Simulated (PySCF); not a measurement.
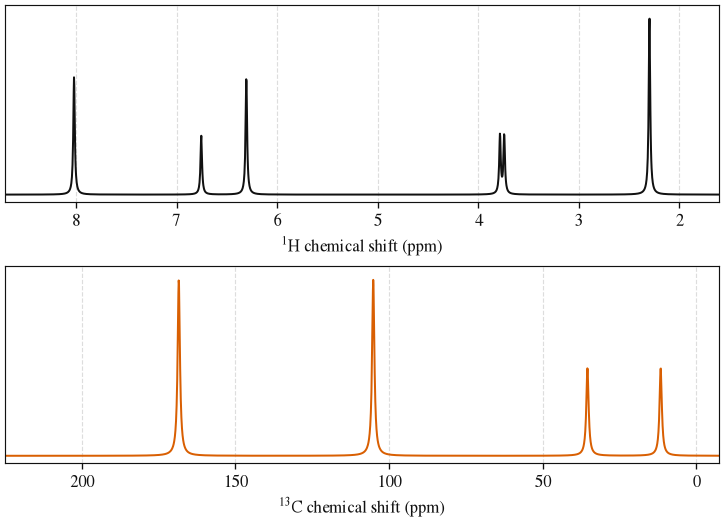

GIAO shifts, PBE0/pcSseg-1, PySCF, at a GFN2-xTB geometry (no frequency check), against TMS for ¹H and TMS for ¹³C computed at the same level. Gas phase, fully decoupled, line heights follow the number of nuclei, widths are arbitrary (no quadrupolar broadening); values of one conformer, averaged over methyl-type rotors and exact or near symmetry.

Question: Which structure fits the spectrum?
A. C₆H₁₀P⁺, SMILES C[PH+]1C=CCC=C1
B. C₅H₄FN, SMILES Fc1ccncc1
C. C₇H₉N, SMILES C#C[C@H]1CC/C1=N/C
D. CH₇ClSi₂, SMILES [SiH3]C([SiH3])Cl

Answer: A. Its ¹H signals: 8.02 (2 H), 6.76 (1 H), 6.31 (2 H), 3.79 (1 H), 3.74 (1 H), 2.30 (3 H) ppm. Its ¹³C signals: 168.4 (2 C), 105.2 (2 C), 35.4 (1 C), 11.6 (1 C) ppm.

Known limits of this run: the tight-binding geometry is rougher than a DFT one and adds to the error.
